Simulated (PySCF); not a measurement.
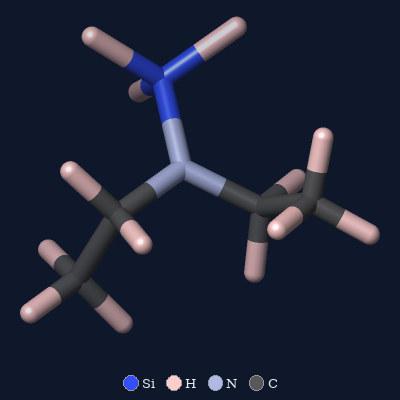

Structure of C₄H₁₃NSi.

Simulated rotational absorption lines between 26 and 40 GHz at 10 K: rigid rotor with the equilibrium constants and dipole of one optimised conformer (PBE0-D3(BJ)/def2-SVP, PySCF 2.14.0), commonest isotopes; no centrifugal distortion, hyperfine structure, internal rotation or nuclear-spin weights; lines within 1 MHz of each other are summed.

Question: What are the rotational constants, and what kind of rotor is it?

Answer: Rotational constants A, B, C = 2.623, 2.407, 1.442 GHz; Ray's κ = 0.64, an asymmetric top on the oblate side.

Question: Which dipole components drive the lines?

Answer:
|μa|, |μb|, |μc| = 0.62, 0.89, 0.08 D; b-type lines carry 66 % of the intensity in this range.

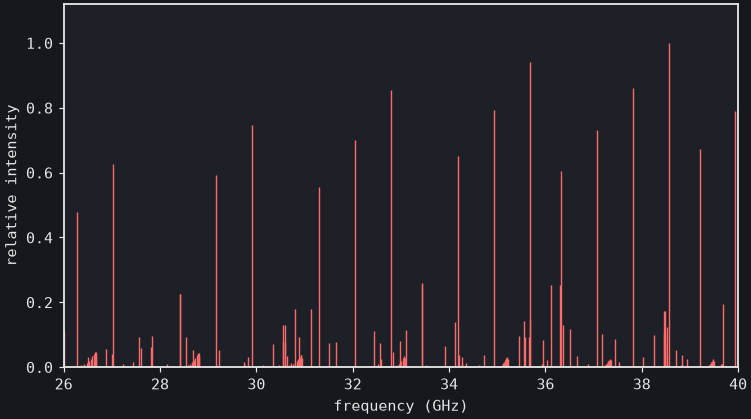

Known limits of this run: coarse grid, loose stop and no frequency check, small forces are noise and the end may be a saddle.
